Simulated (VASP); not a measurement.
Band structure of SiC (space group P6_3mc). Computed with LDA (Ceperley-Alder, Perdew-Zunger), VASP's LDA PAW potentials (set 64) (plane waves; VASP).

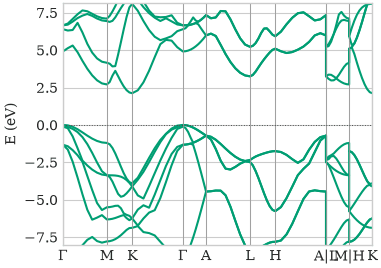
*Bands along high-symmetry lines, zero at the valence-band maximum or, without a gap, the Fermi level*

**Question.** Read the plot: is there a gap, and where are the band edges?

**Answer.** The gap is indirect, 2.12 eV, from the valence maximum at Γ to the conduction minimum at K. (Edges off the drawn lines would not show.)

The structure comes from a computed database's SiC entry (P6_3mc); how it stands against other phases isn't given here. It was relaxed first.
